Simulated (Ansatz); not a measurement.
A series of calculations on CH5Al

### Relaxation

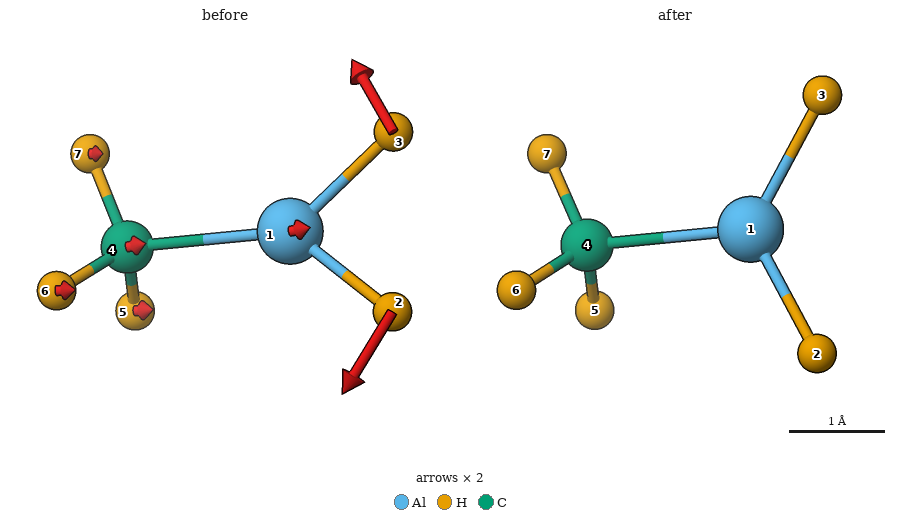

The structure of CH5Al before (left) and after (right) a relaxation, at one scale. The red arrows give the displacements, magnified 2 times.

A ball-and-stick model, seen at a tilt.

The run prepares an end point of a later path (reaction) calculation, from a guessed geometry.

Computed with RKS LDA/def2-SVP (Ansatz).

Input file:
```yaml
crystal:
  periodic: [false, false, false]
  atoms:
    - { symbol: Al, position_ang: [0.109677, 0.0008, 0.057114] }
    - { symbol: H, position_ang: [0.672256, -0.000896, 1.505593] }
    - { symbol: H, position_ang: [1.648502, -0.000905, -0.156159] }
    - { symbol: C, position_ang: [-1.560794, 0.001886, -0.914574] }
    - { symbol: H, position_ang: [-2.141968, -0.917403, -0.681635] }
    - { symbol: H, position_ang: [-2.188579, 0.866733, -0.607135] }
    - { symbol: H, position_ang: [-1.405595, 0.049785, -2.012803] }
basis:
  gaussian: { orbitals: def2-SVP }
hamiltonian:
  xc: lda
relax:
  f_tol: 0.03
  max_steps: 50
```

Run as
```bash
ansatz run input.yaml --threads 1 --pin off --max-ram 2048MiB --backend cpu --events-out ev --progress --plain --runs-dir out
```

Describe what moved and what it gained.

Answer. After 5 geometry steps the energy has fallen by 86.4 kJ/mol. Largest force component: 1.7 eV/Å at the start, 0.017 eV/Å at the end. H2 moves most after the best rigid fit: 0.52 Å. By element the largest moves are H 0.52 Å, Al 0.13 Å, C 0.12 Å. Some distances before and after: Al1–H2 1.554 → 1.606 Å, Al1–C4 1.933 → 1.941 Å. Bond angles that change, for instance: H2–Al1–H3 76.7° → 118.7°, H2–Al1–C4 141.4° → 119.4°, H3–Al1–C4 141.9° → 121.9°.

### Relaxation

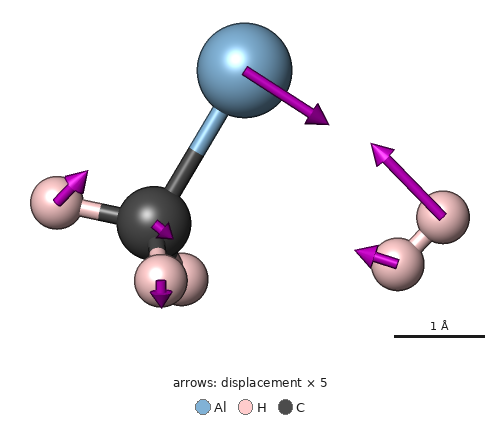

A relaxation of CH$_{5}$Al. The starting structure is drawn; purple arrows show the displacements, magnified 5 times. The two geometries are superimposed by the best rigid fit.

The picture is a ball-and-stick view, seen face on.

The run prepares an end point of a later path (reaction) calculation, from a guessed geometry.

Theory: Ansatz, RKS LDA/def2-SVP. (no spin polarisation; force threshold 0.03 eV/Å; at most 50 steps)

What happened in the run?

The energy falls by 0.079 eV in 7 accepted moves (8 points after the start). Largest force component: 2.1 eV/Å at the start, 0.0038 eV/Å at the end. The line search rejected the trial step at point 2 of the run. The atom that moves furthest after the best rigid fit is an H atom (0.23 Å). Largest moves by element: H 0.23 Å, Al 0.23 Å, C 0.06 Å. Some distances before and after: Al–H 2.758 → 2.306 Å, H–H 0.729 → 0.795 Å, Al–C 1.990 → 1.996 Å. Cost: 4.8 s on 1 thread of Intel(R) Xeon(R) Platinum 8488C (Sapphire Rapids), with other jobs on the host, peak memory 0.12 GiB.

Limits of the set-up: the start holds two separate molecules, 2.7 Å apart at their closest, whose relative position is a soft coordinate and is computed without a dispersion correction.

### Path

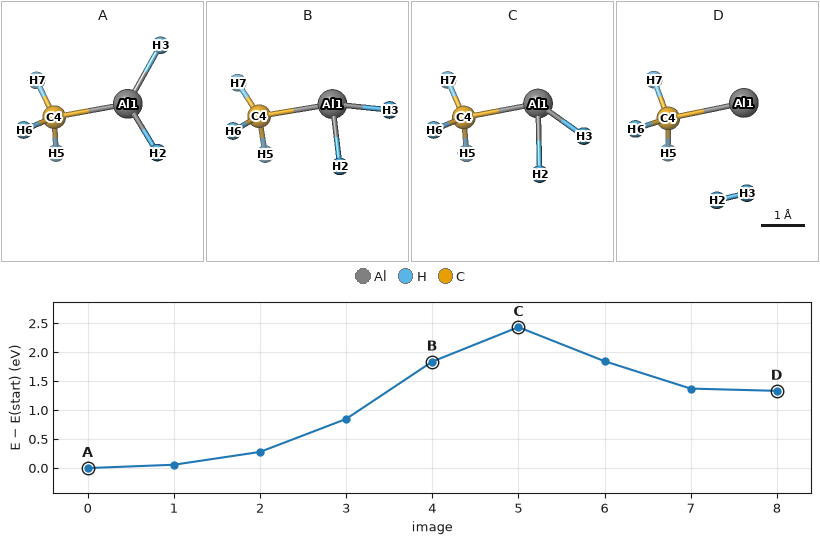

A search for the minimum-energy path of CH₅Al by the nudged elastic band. Images are numbered from 0 (start) to 8 (end). Frames A to D are images 0, 4, 5, 8. Style: ball-and-stick. Shown at a tilt.

All numbers below come from RKS LDA/def2-SVP in Ansatz 0.2.0. Settings: 7 movable images; climbing image; force threshold 0.05 eV/Å; iteration limit 60; starting path through a guess of the saddle point.

**Describe the mechanism and the energy profile.**

The highest point, image 5, lies 2.44 eV above the start and 1.10 eV above the end; the end is at +1.33 eV relative to the start. Breaking: Al1–H2 (1.61 → 1.82 at the top → 2.46 Å), Al1–H3 (1.61 → 1.60 at the top → 2.31 Å). Forming: H2–H3 (2.76 → 1.40 at the top → 0.80 Å). The band is converged. At the top, the vibrational analysis gives one imaginary mode (1092i cm⁻¹), as a transition state must have.
